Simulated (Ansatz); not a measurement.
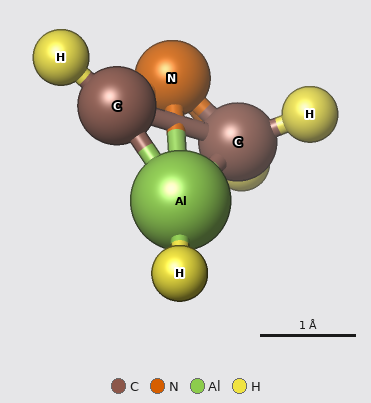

**Figure 1.** The input geometry (ball-and-stick view, seen at a tilt). Sticks mark near contacts.

## Single-point calculation, with input and output: C2H4AlN

C2H4AlN, computed with RKS PBE/pcseg-2 (Ansatz 0.2.0).

Some settings of this run were made unusual or wrong on purpose. The geometry comes from this level: PBE0-D4/def2-TZVP.

**What the program printed**
```
Functional definition: PBE
  name "PBE"
  cite "Perdew, Burke & Ernzerhof, Phys. Rev. Lett. 77, 3865 (1996) doi:10.1103/PhysRevLett.77.3865"
  parent pbe
  parameter kappa = 0.804
  parameter beta = 0.06672455060314922
  exchange = pbe_x(kappa = kappa, mu = beta*pi^2/3)
  correlation = pbe_c(beta = beta)
940 factors; their error is unknown
mean field evaluation 1: about -10095.4995 eV, gradient 1.7e2 eV
mean field evaluation 2: about -9804.7362 eV, gradient 3.5e2 eV
mean field evaluation 4: about -10140.6153 eV, gradient 4.2e1 eV
mean field evaluation 8: about -10143.6872 eV, gradient 1.2e-1 eV
mean field evaluation 16: about -10143.6479 eV, gradient 1.2e-4 eV
mean field -10143.64793205 eV, -372.7721858915 hartree, gradient 2.3e-5 eV, S^2 0.000000; 1 other end points of the search recorded, 0 dependent functions left out
reference -10143.64797725 eV, -372.7721875525 hartree; 18, 18 occupied and 162, 162 virtual orbitals, 940 factors
Total energy: -10143.64797725 eV, -372.7721875525 hartree
```

The run was set up as follows.

**Input**
```yaml
crystal:
  periodic: [false, false, false]
  atoms:
    - {symbol: C, position_ang: [-0.762043, 0.325395, -0.328396]}
    - {symbol: N, position_ang: [-0.061135, 0.819498, -0.036134]}
    - {symbol: C, position_ang: [0.575478, 0.162783, 0.256764]}
    - {symbol: Al, position_ang: [-0.169987, -0.714039, -0.081697]}
    - {symbol: H, position_ang: [-1.344413, 0.789224, -0.564899]}
    - {symbol: H, position_ang: [0.820866, 0.249762, 1.038808]}
    - {symbol: H, position_ang: [1.134202, 0.285835, -0.081602]}
    - {symbol: H, position_ang: [-0.330039, -1.658813, -0.122200]}
basis:
  gaussian: {orbitals: pcseg-2}
hamiltonian: {xc: {name: PBE}, pseudopotentials: {relativity: none}}
```

Launched with:
```bash
ansatz run in.yaml --threads 2 --pin off --events-out ev --progress --plain --max-ram 4352MiB
```

**Outcome**

```json
{"quantity": "outcome", "value": "converged"}
{"quantity": "total energy", "value": "−10143.6480 eV"}
{"quantity": "SCF solution under orbital rotations", "value": "stable"}
{"quantity": "hardware", "value": "2 threads of Arm Neoverse V1, 23 GiB of memory available, shared host"}
{"quantity": "wall time", "value": "3.1 s (CPU time 5.9 s)"}
{"quantity": "peak memory", "value": "0.36 GiB"}
```

The input was spoiled on purpose: squeeze. The program still converged, but the numbers can't be taken as results for the intended system.
